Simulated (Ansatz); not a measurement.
# The cluster CoS₂−: one molecule under many settings

How do the results and run time of the cluster CoS₂− respond when the settings are drawn wide?

Computed with Ansatz 0.2.0, Gaussian basis. Level: the settings change from run to run.

1 further run of the same task is left out (it didn't finish).

## (1) The molecule

The structure was relaxed beforehand with PBE0-D4 in a triple-zeta def2 set.

3 atoms, charge -1, spin multiplicity 1.

Atoms are counted from 1 here; the program's logs count them from 0.

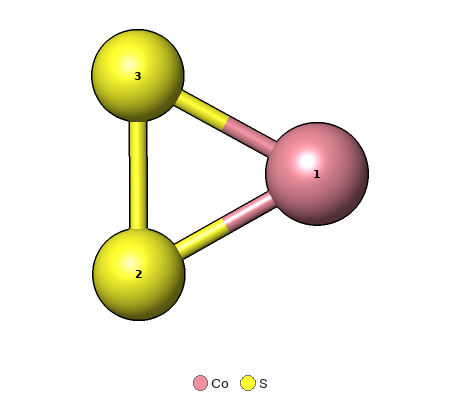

The structure; cobalt pink, sulfur yellow; atoms are numbered from 1 in the order of the file.

## (2) r2SCANh/cc-pVDZ

Set apart from the defaults: multiplicity 3, restricted open-shell orbitals.

The input, in.yaml:

```yaml
crystal:
  periodic: [false, false, false]
  atoms:
    - {symbol: Co, position_ang: [-0.673639, -0.410017, 0.975097]}
    - {symbol: S, position_ang: [0.601036, 1.060004, 0.054514]}
    - {symbol: S, position_ang: [0.072603, -0.649998, -1.029611]}
basis:
  gaussian: {orbitals: cc-pVDZ}
total_charge: -1
magnetization: {spin_polarized: false, initial_magnetization: 2}
hamiltonian: {xc: {name: r2SCANh}}
scf: {omitted_lower_state_checks: [starts]}
```

Run with:

```
ansatz run in.yaml --threads 4 --pin off --events-out ev --progress --plain --max-ram 3916MiB
```

Log:

```text
Functional definition: r2SCANh
  name "r2SCANh"
  cite "Bursch, Neugebauer, Ehlert & Grimme, J. Chem. Phys. 156, 134105 (2022) doi:10.1063/5.0086040"
  cite "Furness, Kaplan, Ning, Perdew & Sun, J. Phys. Chem. Lett. 11, 8208 (2020) doi:10.1021/acs.jpclett.0c02405"
  cite "Furness, Kaplan, Ning, Perdew & Sun, J. Phys. Chem. Lett. 11, 9248 (2020) doi:10.1021/acs.jpclett.0c03077"
  parent r2scan
  parameter a = 0.1
  parameter k0 = 0.174
  parameter k1 = 0.065
  parameter a1 = 4.9479
  exchange = (1 - a)*r2scan_x(k0 = k0, k1 = k1, a1 = a1) + a*exact_x
  correlation = r2scan_c
these checks for a lower state are left out or cut short: starts
853 factors; integrals over basis functions are off by at most 1.0e-3 eV
mean field evaluation 1: about -59295.2115 eV, gradient 3.8e1 eV
mean field evaluation 2: about -59295.2751 eV, gradient 3.8e1 eV
mean field evaluation 4: about -59297.2331 eV, gradient 9.2e0 eV
mean field evaluation 8: about -59297.5224 eV, gradient 3.0e-1 eV
mean field evaluation 16: about -59297.6246 eV, gradient 2.5e-1 eV
mean field evaluation 32: about -59297.6374 eV, gradient 2.0e-2 eV
mean field -59297.63741319 eV, -2179.1479815524 hartree, gradient 4.3e-6 eV, S^2 2.000000; 0 other end points of the search recorded, 0 dependent functions left out
reference -59297.63743241 eV, -2179.1479822587 hartree; 31, 29 occupied and 48, 50 virtual orbitals, 853 factors
Total energy: -59297.63743241 eV, -2179.1479822587 hartree
Checks for a lower state left out: starts
```

It took 16 s on 4 threads of Arm Neoverse V2, shared host.

## (3) B3LYP/ANO-RCC-VTZP

This run has D3(BJ) dispersion.

in.yaml: that of step 2 with these lines changed.

```diff
@@ -7,6 +7,6 @@
 basis:
-  gaussian: {orbitals: cc-pVDZ}
+  gaussian: {orbitals: ANO-RCC-VTZP}
 total_charge: -1
-magnetization: {spin_polarized: false, initial_magnetization: 2}
-hamiltonian: {xc: {name: r2SCANh}}
+hamiltonian: {xc: {name: B3LYP}, dispersion: d3bj}
 scf: {omitted_lower_state_checks: [starts]}
+output: {forces: true}
```

Launched as before.

Log, shortened:

```text
Functional definition: B3LYP
  name "B3LYP"
  cite "Stephens, Devlin, Chabalowski & Frisch, J. Phys. Chem. 98, 11623 (1994) doi:10.1021/j100096a001"
  cite "Becke, Phys. Rev. A 38, 3098 (1988) doi:10.1103/PhysRevA.38.3098"
  cite "Lee, Yang & Parr, Phys. Rev. B 37, 785 (1988) doi:10.1103/PhysRevB.37.785"
  cite "Vosko, Wilk & Nusair, Can. J. Phys. 58, 1200 (1980) doi:10.1139/p80-159"
[...]
915 factors; integrals over basis functions are off by at most 1.1e-3 eV
[...]
mean field -59647.15320260 eV, -2191.9924499029 hartree, gradient 1.2e-5 eV, S^2 0.000000; 0 other end points of the search recorded, 0 dependent functions left out
[...]
reference -59647.15340520 eV, -2191.9924573483 hartree; 30, 30 occupied and 97, 97 virtual orbitals, 915 factors
Total energy: -59647.35415822 eV, -2191.9998348860 hartree
Relativity: scalar
Atom 0 at    -0.673639    -0.410017     0.975097 Å, force    -0.098638    -0.060079     0.142722 eV/Å
Atom 1 at     0.601036     1.060004     0.054514 Å, force     0.174641     0.435496     0.185634 eV/Å
Atom 2 at     0.072603    -0.649998    -1.029611 Å, force    -0.076004    -0.375417    -0.328357 eV/Å
Dipole moment:    -0.256589    -0.156176     0.371413 e Å
Checks for a lower state left out: starts
```

Run time: 8 s. Hardware: 4 threads of Arm Neoverse V2, shared host.

Largest force 0.505 eV/Å.

## (4) BHLYP/def2-TZVPP

Options: D3(BJ) dispersion, the search for lower states set to off.

in.yaml: that of step 3 with these lines changed.

```diff
@@ -7,6 +7,6 @@
 basis:
-  gaussian: {orbitals: ANO-RCC-VTZP}
+  gaussian: {orbitals: def2-TZVPP}
 total_charge: -1
-hamiltonian: {xc: {name: B3LYP}, dispersion: d3bj}
-scf: {omitted_lower_state_checks: [starts]}
+hamiltonian: {xc: {name: BHLYP}, dispersion: d3bj}
+scf: {lower_state_search: off}
 output: {forces: true}
```

Same command.

Log, shortened:

```text
Functional definition: BHLYP
  name "BHLYP"
  cite "Becke, J. Chem. Phys. 98, 1372 (1993) doi:10.1063/1.464304"
  cite "Becke, Phys. Rev. A 38, 3098 (1988) doi:10.1103/PhysRevA.38.3098"
  cite "Lee, Yang & Parr, Phys. Rev. B 37, 785 (1988) doi:10.1103/PhysRevB.37.785"
[...]
1268 factors; their error is unknown
[...]
mean field -59296.24743506 eV, -2179.0969007985 hartree, gradient 1.3e-6 eV, S^2 0.000000; 0 other end points of the search recorded, 0 dependent functions left out
[...]
reference -59296.24756972 eV, -2179.0969057471 hartree; 30, 30 occupied and 118, 118 virtual orbitals, 1268 factors
Total energy: -59296.44123470 eV, -2179.1040228038 hartree
Atom 0 at    -0.673639    -0.410017     0.975097 Å, force    -0.538154    -0.327608     0.778904 eV/Å
Atom 1 at     0.601036     1.060004     0.054514 Å, force     0.507799     0.936193     0.100157 eV/Å
Atom 2 at     0.072603    -0.649998    -1.029611 Å, force     0.030355    -0.608584    -0.879061 eV/Å
Dipole moment:    -0.606171    -0.368952     0.877432 e Å
Checks for a lower state left out: stability, starts, cluster_reference, orbital_swaps, neighbouring_geometries, increment
```

It took 2.2 s on 4 threads of Arm Neoverse V2, shared host.

Largest force 1.070 eV/Å.

## (5) All runs side by side

```
             level  charge  multiplicity  geometry  functions  energy (eV)   time
   r2SCANh/cc-pVDZ      -1             3   relaxed         79   -59297.637   16 s
B3LYP/ANO-RCC-VTZP      -1             1   relaxed        127   -59647.354    8 s
  BHLYP/def2-TZVPP      -1             1   relaxed        148   -59296.441  2.2 s
```

## (6) What came out

| quantity | value |
| --- | --- |
| runs | 3 |
| quickest | BHLYP/def2-TZVPP, 2.2 s |
| slowest | r2SCANh/cc-pVDZ, 16 s |
| spread of total energies, same state and geometry | 350.9 eV |

In words: Run time spans a factor of 7, from BHLYP/def2-TZVPP to r2SCANh/cc-pVDZ. The jobs differ in tasks and options as well as level. The totals spread over 351 eV; they can't be compared across methods or bases. Some of these runs are scalar-relativistic and others not, which shifts the totals of all-electron atoms past neon by eV; core potentials, where a basis has them, take the core out of the total altogether. At the PBE0-D4/def2-TZVPD geometry and in the same state, runs without warnings or point charges leave forces up to 1.07 eV/Å (BHLYP/def2-TZVPP).
